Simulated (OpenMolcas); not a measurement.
## Ag²⁺ complex: multiconfigurational calculation

System: Ag²⁺ with 6 ligands (H2O; octahedron, 2.27 Å), with no charges around it.
Method: state-averaged SS-CASPT2, IPEA shift 0.25, imaginary shift 0.1 hartree, closed shells 4s 4p of the metal and the valence shells of the ligands correlated, active space 9 electrons in the shell 4d, basis ANO-RCC-VTZP on the metal and ANO-RCC-VDZP on the ligands, DKH2 scalar Hamiltonian, spin-orbit coupling by RASSI with atomic mean-field integrals (OpenMolcas).

Input:
```
&GATEWAY
Coord
19

Ag 0.0 0.0 0.0
O 2.270000 0.000000 0.000000
H 2.846978 0.779741 0.000000
H 2.846978 -0.779741 0.000000
O 0.000000 2.270000 0.000000
H 0.000000 2.846978 0.779741
H 0.000000 2.846978 -0.779741
O -2.270000 0.000000 0.000000
H -2.846978 0.779741 0.000000
H -2.846978 -0.779741 0.000000
O 0.000000 -2.270000 0.000000
H 0.000000 -2.846978 0.779741
H 0.000000 -2.846978 -0.779741
O 0.000000 0.000000 2.270000
H 0.779741 0.000000 2.846978
H -0.779741 0.000000 2.846978
O 0.000000 0.000000 -2.270000
H 0.779741 0.000000 -2.846978
H -0.779741 0.000000 -2.846978
Basis=Ag.ANO-RCC-VTZP,H.ANO-RCC-VDZP,O.ANO-RCC-VDZP
Group=XYZ
NoMove
AngMom=0.0 0.0 0.0
AMFI
RICD
&SEWARD
&RASSCF
FileOrb=start.orb
Symmetry=1
Spin=2
nActEl=9 0 0
Inactive=24 24
Ras2=5 0
CIRoot=5 5 1
SDav=5
CIMx=300
Iter=150 100
PrWF=0.3
OrbListing=Nothing
MaxOrb=0
LevShft=1.0
>>> COPY $Project.JobIph JOB001
&RASSI
NrOfJobIphs=1 5
1 2 3 4 5
IphNames
JOB001
EJob
SpinOrbit
DIPRint=1.0
SOCoupling=1000.0
Subsets=2
Property=9
'ANGMOM' 1 'ANGMOM' 2 'ANGMOM' 3 'MLTPL  1' 1 'MLTPL  1' 2 'MLTPL  1' 3
'AMFI' 1 'AMFI' 2 'AMFI' 3
SOProperty=3
'ANGMOM' 1 'ANGMOM' 2 'ANGMOM' 3
>>> COPY JOB001 $Project.JobIph
&CASPT2
Multistate=5 1 2 3 4 5
NoMult
Frozen=11 9
IPEA=0.25
Imaginary=0.1
MaxIter=60
WThr=0.0 0.3 0.05
PrWF=0.5
NoMix
```

The file start.orb holds starting orbitals from an earlier step. A driver script formed the levels outside the program, from RASSI's spin-orbit matrix and the CASPT2 energies (for multi-state variants, the effective Hamiltonian), averaged over the components of each term or state. The log and the time are those of the CASPT2 step.

Command:
```bash
OMP_NUM_THREADS=1 MOLCAS_MEM=2457 MOLCAS_PROJECT=a pymolcas a.inp > a.log  # once for each step of the input, in one work folder
```

The program's output (extracts):
```
--- CASPT2 ---
Orbital specifications:
      -----------------------

      Symmetry species                           1   2
                                                ag  au
      Frozen orbitals                           11   9
      Inactive orbitals                         13  15
      Active orbitals                            5   0
      Secondary orbitals                        79  80
      Deleted orbitals                           0   0
      Number of basis functions                108 104
Type of calculation                        SS-CASPT2
      Fock operator                              state-specific
      IPEA shift                                 0.25
      Real shift                                 0.00
      Imaginary shift                            0.10
      The input orbitals will be transformed to quasi-canonical
Reference energy:       -5768.0031344190
      E2 (Non-variational):      -1.8467687256
      Shift correction:          -0.0012976215
      E2 (Variational):          -1.8480663471
      Total energy:           -5769.8512007660
      Residual norm:              0.0000006814
      Reference weight:           0.69465
      Contributions to the CASPT2 correlation energy
      Active & Virtual Only:         -0.2283564725
      One Inactive Excited:          -0.2752031421
      Two Inactive Excited:          -1.3432091109
Reference energy:       -5768.0031344189
      E2 (Non-variational):      -1.8467801709
      Shift correction:          -0.0012979325
      E2 (Variational):          -1.8480781034
      Total energy:           -5769.8512125223
      Residual norm:              0.0000006663
      Reference weight:           0.69464
      Contributions to the CASPT2 correlation energy
      Active & Virtual Only:         -0.2283682492
      One Inactive Excited:          -0.2752025070
      Two Inactive Excited:          -1.3432094147
::    CASPT2 Root  1     Total energy:  -5769.85120077
::    CASPT2 Root  2     Total energy:  -5769.85121252
::    CASPT2 Root  3     Total energy:  -5769.80281376
::    CASPT2 Root  4     Total energy:  -5769.80283144
::    CASPT2 Root  5     Total energy:  -5769.80281040
```

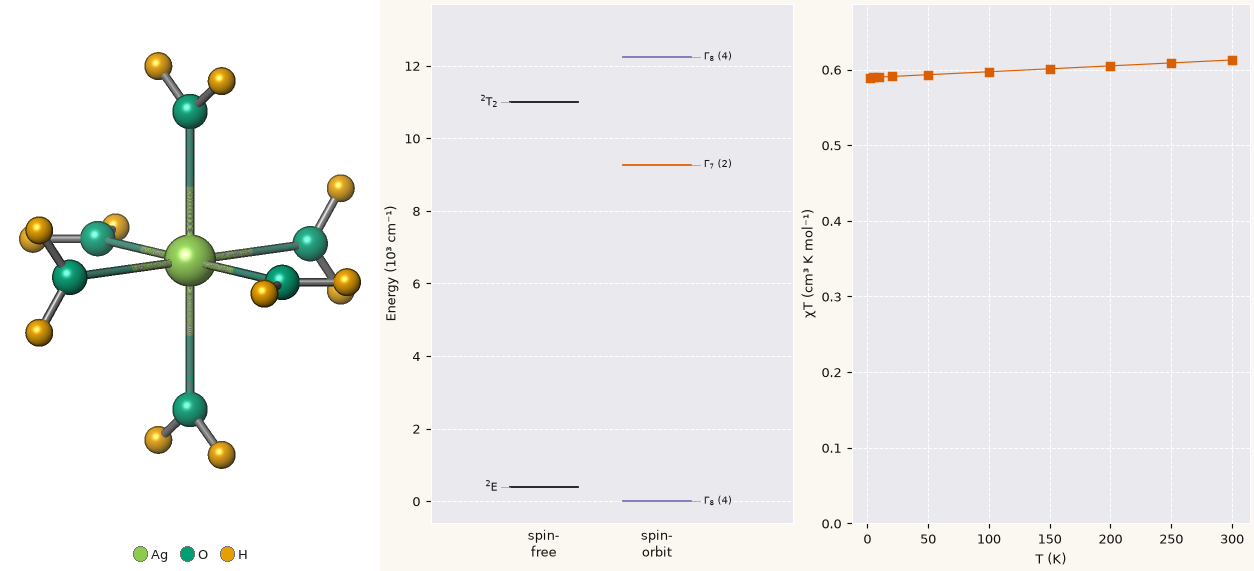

Fig. 1: Ag²⁺ (4d⁹) with 6 ligands, H₂O, at 2.27 Å (arrangement: octahedron, Th), and its levels and susceptibility. Labels give the representation in O, Td, D4 or D3 as the site allows (double group for half-integer spin) where it could be assigned and, in brackets, the degeneracy; spin-free states, where drawn, share the zero of the spin-orbit levels. Powder susceptibility by Van Vleck's formula. The ground level is Γ₈, 4-fold degenerate, 100 % from states of spin multiplicity 2. The next level lies at 9,280 cm⁻¹ (Γ₇). The lowest spin-free state is ²E, from the free-ion D term; of the same spin there follows at 10,600 cm⁻¹ (²T₂) above it. A ligand-field fit to the spin-free states gives |10Dq| = 10,600 cm⁻¹. χT is 0.590 cm³ K mol⁻¹ at 2 K and 0.613 at 300 K, an effective moment of 2.21 μB.

Key numbers:

| quantity | value |
| --- | --- |
| outcome | converged |
| energy of the lowest spin-free term | −5769.85121 hartree |
| energy of the lowest spin-orbit level | −5769.85294 hartree |
| CASPT2 correlation energy | −1.8481 hartree |
| largest spread among components of a term | 4.6 cm⁻¹ |
| lowest reference weight | 0.695 |
| hardware | 1 thread of Arm Neoverse V2, 24 GiB of memory available, shared host |
| wall time | 42 s |
| peak memory | 0.4 GiB |

Remarks:

Limits: orbital doublet at a regular site, Jahn-Teller distortion not allowed for; distances are set from ionic radii, not optimised.
